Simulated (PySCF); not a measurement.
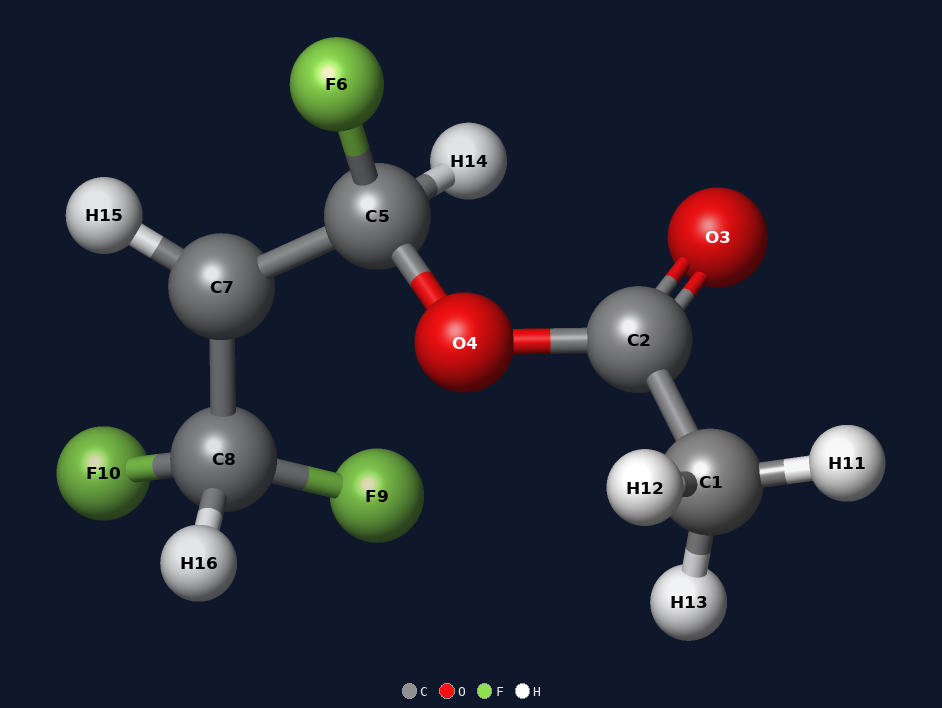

Charge 0, doublet. Computed geometry: GFN2-xTB optimisation. No frequency run is at hand to confirm it as a minimum. Level of theory: UKS B3LYP, pcH-1 on C F H O, non-relativistic (PySCF 2.14.0). Fermi-contact and spin-dipolar terms alone, no spin-orbit part.

Which nucleus has the largest dipolar (anisotropic) hyperfine coupling?

13C at C7: principal values −81.8, −81.3, 163.1 MHz.

List the isotropic and dipolar parts for the most strongly coupled nuclei, one of each equivalent set.

| atom | isotope | a_iso (MHz) | dipolar part (MHz) |
| --- | --- | --- | --- |
| C7 | 13C | 87.9 | −81.8, −81.3, 163.1 |
| F9 | 19F | 105.5 | −32.9, −32.2, 65.0 |
| F10 | 19F | 82.0 | −24.8, −24.1, 48.8 |
| H15 | 1H | −65.9 | −38.7, −1.1, 39.7 |
| F6 | 19F | 44.3 | −18.7, −17.9, 36.6 |
| O4 | 17O | −19.5 | −8.1, 3.9, 4.2 |
| H14 | 1H | 115.2 | −6.7, −1.4, 8.1 |
| H16 | 1H | 94.9 | −6.2, −1.7, 8.0 |
